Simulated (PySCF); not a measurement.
# NMR shielding calculation of CH₇NO₃Si

- system: CH₇NO₃Si, SMILES OC(O)(O)N[SiH3]
- method: GIAO PBE0/pcSseg-1 NMR shielding, non-relativistic, gas phase (PySCF 2.14.0)

The geometry comes from this level: PBE0-D3(BJ)/def2-SVP. Figures and captions count atoms from 1; the log counts them from 0 in places.

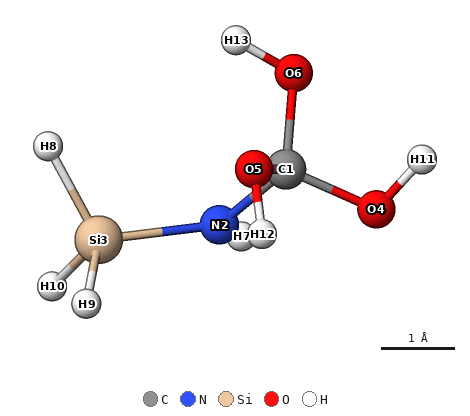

**Figure 1.** The input geometry (ball-and-stick view, seen at an oblique angle; atoms are numbered from 1 in the order of the input). Bond lengths as drawn: C–N 1.42 Å, C–O 1.38 to 1.40 Å, H–N 1.01 Å, H–O 0.96 to 0.97 Å, H–Si 1.49 to 1.50 Å and N–Si 1.74 Å.

**Key numbers**

```json
{"quantity": "outcome", "value": "converged"}
{"quantity": "total energy", "value": "−611.752570 hartree"}
{"quantity": "HOMO", "value": "−7.43 eV"}
{"quantity": "LUMO", "value": "0.46 eV"}
{"quantity": "dipole moment", "value": "0.20 D"}
{"quantity": "isotropic shielding, C", "value": "72.0 ppm"}
{"quantity": "isotropic shielding, N", "value": "205.8 ppm"}
{"quantity": "isotropic shielding, Si", "value": "416.2 ppm"}
{"quantity": "isotropic shielding, O", "value": "199.6 to 209.8 ppm"}
{"quantity": "isotropic shielding, H", "value": "26.6 to 29.9 ppm"}
{"quantity": "hardware", "value": "1 CPU thread, shared host"}
{"quantity": "wall time", "value": "13 s"}
{"quantity": "peak memory", "value": "0.77 GiB"}
```

**Input**
```
{"job": {"kind": "nmr", "xc": "PBE0", "basis": "pcSseg-1"}, "charge": 0, "multiplicity": 1}
C      0.143593     0.416886     0.838834
N     -0.782844    -0.233263    -0.023851
Si    -0.347041    -0.858503    -1.588652
O     -0.538571     1.356452     1.575963
O      1.153635     0.976852     0.044723
O      0.779406    -0.417078     1.748027
H     -1.614731    -0.564092     0.451537
H      0.859417    -1.745815    -1.557470
H     -0.090867     0.221635    -2.589256
H     -1.525002    -1.660773    -2.031938
H      0.011816     1.545212     2.346815
H      0.752366     1.699792    -0.453735
H      1.423169    -0.946107     1.262330
```

The first line tells a small driver script what to run in PySCF; the rest is the geometry in Å.

Command:
```bash
OMP_NUM_THREADS=1 python <driver script> task.json out
```

**Output**
```
coarse grid: 11376 points
cycle   1  E = -611.4987702173  dE =  8.931e-01  |g| = 1.049e+00  |ddm| = 3.106e+00
cycle   2  E = -611.3665256852  dE =  1.322e-01  |g| = 1.385e+00  |ddm| = 1.432e+00
cycle   3  E = -611.6898371086  dE = -3.233e-01  |g| = 5.776e-02  |ddm| = 8.449e-01
cycle   4  E = -611.6901703616  dE = -3.333e-04  |g| = 3.877e-02  |ddm| = 6.320e-02
cycle   5  E = -611.6904678293  dE = -2.975e-04  |g| = 7.204e-03  |ddm| = 3.394e-02
cycle   6  E = -611.6904772613  dE = -9.432e-06  |g| = 2.028e-03  |ddm| = 5.927e-03
final grid: 105360 points
cycle   7  E = -611.7525478488  dE = -2.325e-05  |g| = 1.156e-02  |ddm| = 1.880e-02
cycle   8  E = -611.7525220876  dE =  2.576e-05  |g| = 1.668e-02  |ddm| = 1.706e-02
cycle   9  E = -611.7525701491  dE = -4.806e-05  |g| = 7.012e-04  |ddm| = 1.049e-02
cycle  10  E = -611.7525702286  dE = -7.955e-08  |g| = 2.858e-04  |ddm| = 7.077e-04
cycle  11  E = -611.7525702433  dE = -1.470e-08  |g| = 3.871e-05  |ddm| = 1.842e-04
cycle  12  E = -611.7525702435  dE = -1.869e-10  |g| = 1.949e-05  |ddm| = 3.664e-05
```

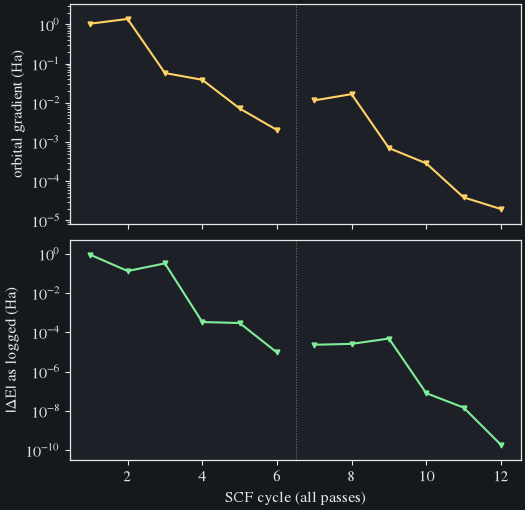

**Figure 2.** Convergence of the self-consistent field: orbital gradient and size of the energy change against the SCF cycle. The dotted line marks the change from a coarse to the final integration grid. The first 6 cycles use a coarse grid, the final grid takes over at cycle 7, and the field converges after 12 cycles in all.

```
converged SCF energy = -611.7525702435

GIAO shielding tensors (ppm)
atom      isotropic    diamagn.    paramagn.     s11        s22        s33       span
  0 C       72.016     233.478    -161.462     62.046     66.668     87.334     25.288
  1 N      205.796     325.649    -119.853    152.090    181.359    283.940    131.850
  2 Si     416.200     878.940    -462.740    372.829    407.953    467.817     94.988
  3 O      208.779     387.329    -178.550    155.676    187.179    283.481    127.806
  4 O      199.553     392.609    -193.056    142.012    185.396    271.250    129.237
  5 O      209.820     390.763    -180.942    171.302    180.110    278.048    106.746
  6 H       29.949      32.551      -2.602     22.017     28.084     39.746     17.729
  7 H       26.611      28.904      -2.294     22.898     25.118     31.816      8.919
  8 H       26.744      28.930      -2.186     22.922     25.218     32.091      9.168
  9 H       26.839      28.364      -1.525     23.795     24.893     31.828      8.033
 10 H       28.978      29.933      -0.954     21.741     25.650     39.545     17.804
 11 H       29.181      32.397      -3.216     23.715     25.093     38.736     15.021
 12 H       29.021      32.344      -3.323     21.966     26.414     38.682     16.717
```

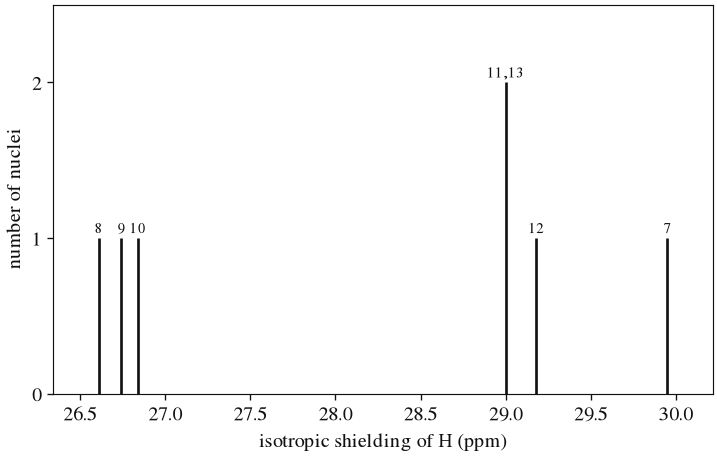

**Figure 3.** Isotropic shieldings of the hydrogen nuclei in this fixed geometry, labelled by atom number; shielding grows to the right, so chemical shift grows to the left. The least shielded is H8 (26.6 ppm), the most shielded H7 (29.9 ppm).

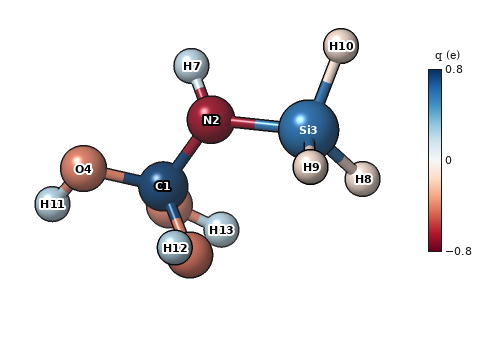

**Figure 4.** Mulliken charges, as the colour of each atom (ball-and-stick view, seen at a tilt; atoms are numbered from 1 in the order of the input; Mulliken charges depend strongly on the basis). By element: C +0.76, N −0.68, Si +0.61, O −0.44 to −0.41 and H −0.11 to +0.24 e.
